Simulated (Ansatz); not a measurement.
# C₂H₇InN (SMILES [CH2][N](C)[InH2]) (doublet): what the fields show

```yaml
atoms:
  - { symbol: C, position_ang: [-0.5596, 1.3301, 0.1716] }
  - { symbol: N, position_ang: [0.0028, 0.2027, 0.1042] }
  - { symbol: C, position_ang: [0.0259, -0.6586, 1.2640] }
  - { symbol: In, position_ang: [1.1261, -0.5135, -1.8652] }
  - { symbol: H, position_ang: [-0.5771, 1.9647, -0.7114] }
  - { symbol: H, position_ang: [-1.0292, 1.6898, 1.0914] }
  - { symbol: H, position_ang: [-0.4375, -1.6117, 1.0016] }
  - { symbol: H, position_ang: [1.0639, -0.8660, 1.5319] }
  - { symbol: H, position_ang: [-0.4933, -0.2173, 2.1205] }
  - { symbol: H, position_ang: [0.4631, 0.7994, -2.8315] }
  - { symbol: H, position_ang: [0.4148, -2.1195, -1.8772] }
```

Geometry: PBE0-D4/def2-TZVP; core potentials replace the inner electrons of In.

All numbers below come from UKS PBE0-D4/def2-TZVPP (Ansatz 0.2.0).

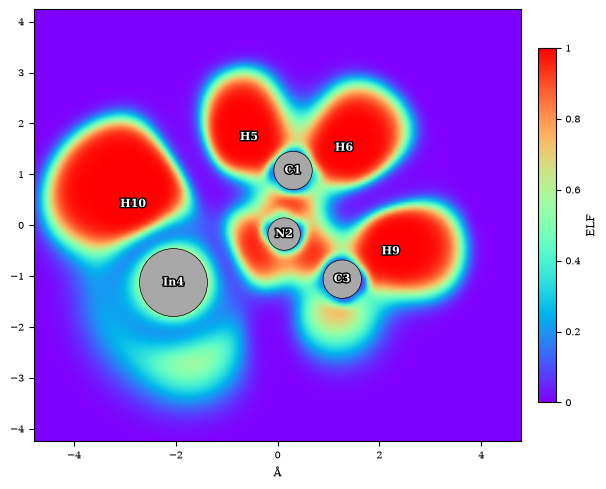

Figure 1. Electron localisation function on the plane of atoms N2, C1 and H6. Grey discs cover the atomic cores.

What do the fields say about this system?

Answer.
- Atoms in the plane: C, N, In and H.
- C–N (1.26 Å): the ELF peaks at about 0.90 between the atoms; a multiple bond.
- In–N (2.38 Å): the ELF peaks at about 0.95 in the valence shell of N, 0.7 Å from its nucleus, and drops to about 0.10 between the two atoms.
- C–H (1.09 Å): the ELF climbs to about 1 towards the hydrogen, as it does in any bond to H; an ordinary covalent bond to hydrogen.
- C–N (1.44 Å): the ELF peaks at about 0.95 between the atoms (a covalent bond).
- In–H (1.76 Å): the ELF climbs to about 1 towards the hydrogen.

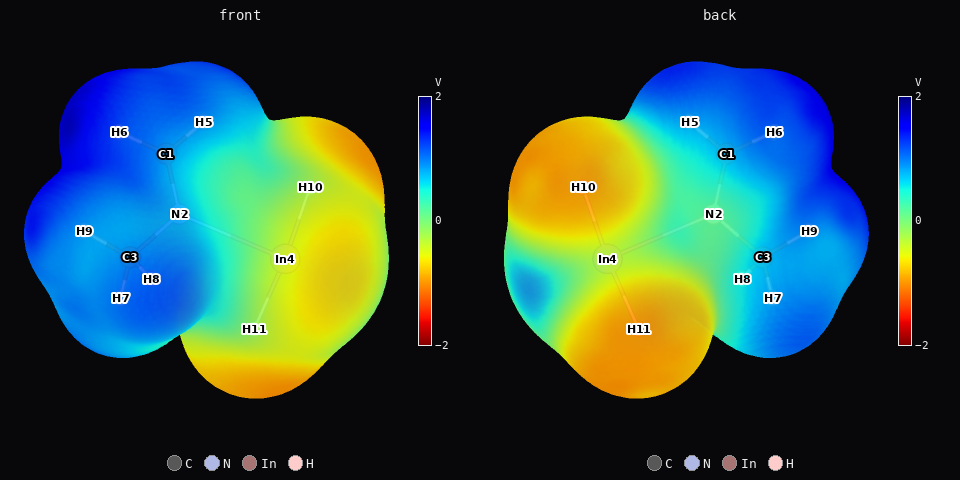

Figure 2. The molecular electrostatic potential painted on the density surface at 0.002 e/bohr³, seen from the front and from behind; red is negative and blue positive.

Describe the electrostatic potential map.

Answer. The most negative region (about −1.0 V) lies over H10 and H11, the most positive (about +1.7 V) over H6.

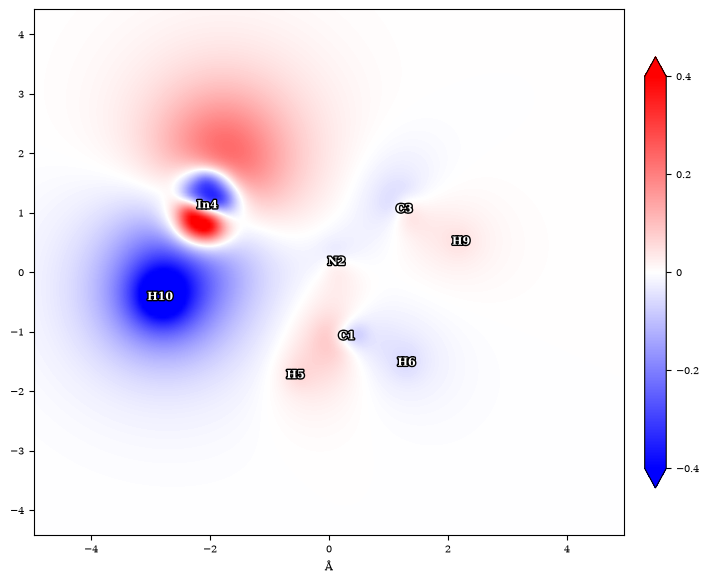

Figure 3. The HOMO (β) on the plane of atoms H5, C1 and H6 (values in Å⁻³ᐟ²; the overall sign is arbitrary).

Where does this orbital lie, and at what energy?

Answer. Its weight (Hirshfeld) is mainly on In4 (about 40 %), H11 (about 30 %) and H10 (about 30 %). Its energy is −7.12 eV.

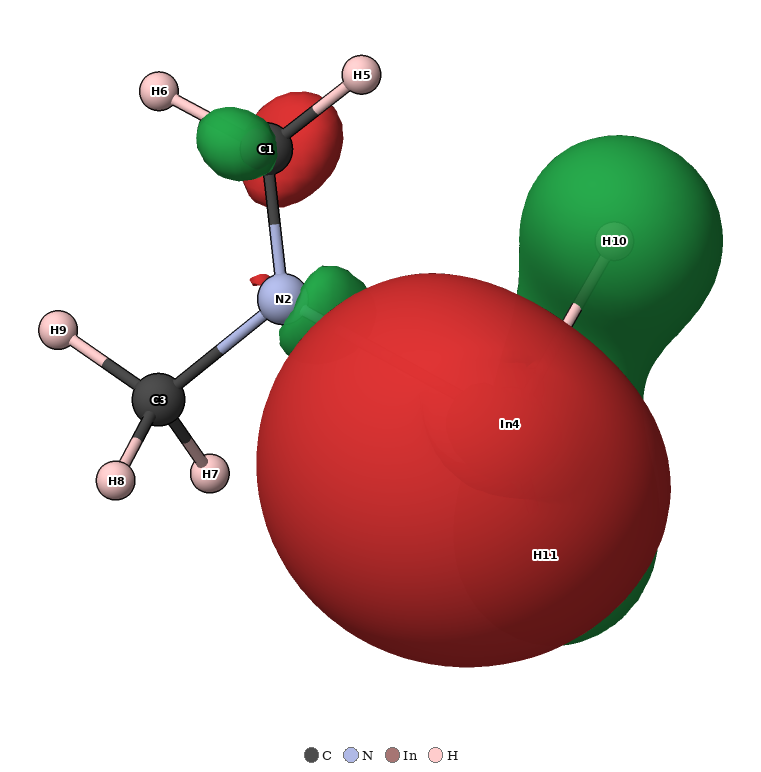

Figure 4. One frontier orbital at ±0.1 Å⁻³ᐟ² (green and red are the two phases), seen at a tilt.

Which orbital is it: HOMO (α) or LUMO (α)?

Answer. The HOMO (α), at −4.39 eV. Its weight (Hirshfeld) is mainly on In4 (about 75 %), H11 (about 10 %) and H10 (about 10 %).
